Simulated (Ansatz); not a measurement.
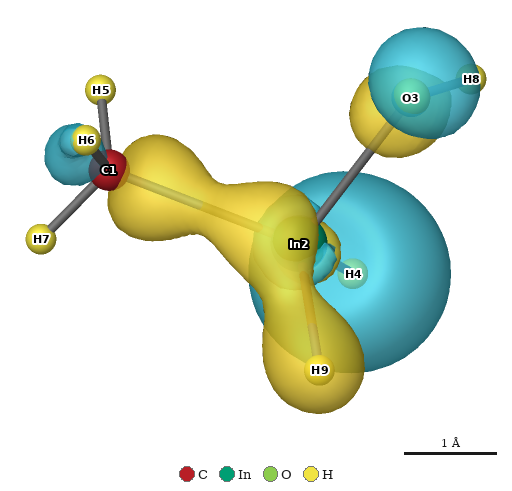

*CH6InO (charge −1). The HOMO−1 at ±0.15 Å⁻³ᐟ² (yellow and cyan are the two phases), seen across its widest extent.*

Geometry: PBE0-D3(BJ)/def2-SVPD; core potentials replace the inner electrons of In.

Computed with isolated molecule in a Gaussian basis; Kohn-Sham density functional theory, functional PBE0 (Ansatz 0.2.0).

```xyz
9

C     0.2390    0.8039    1.3541
In    0.1560   -0.6108   -0.3522
O     1.5468   -2.1434    0.1403
H     0.7601    0.0994   -1.8848
H     1.2486    1.2348    1.4527
H     0.0036    0.2812    2.2956
H    -0.4772    1.6351    1.2400
H     2.1956   -2.1989   -0.5652
H    -1.4459   -1.3810   -0.5188
```

Q: Describe this orbital and give its energy.

A: It lies mainly on H4 (about 40 %), In2 (about 30 %), O3 (about 15 %), C1 (about 10 %) and H9 (about 5 %). Its energy is −2.45 eV.
